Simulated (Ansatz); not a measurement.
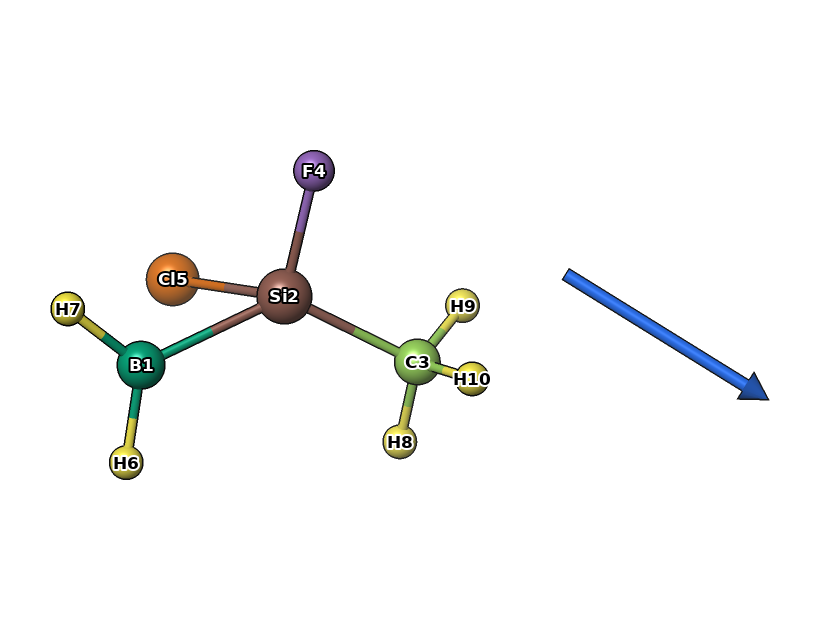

The arrow beside the molecule shows the direction of the dipole moment, from the negative to the positive end (its length means nothing). Computed geometry: PBE-D4/def2-SVP optimisation. No frequency run is at hand to confirm it as a minimum. Method: RKS PBE-D4/def2-SVP (Ansatz 0.2.0).

Question: How large is the dipole moment?

Answer: 2.39 D; it points from the side of H7 to the side of H10 (the outermost atoms at the two ends).
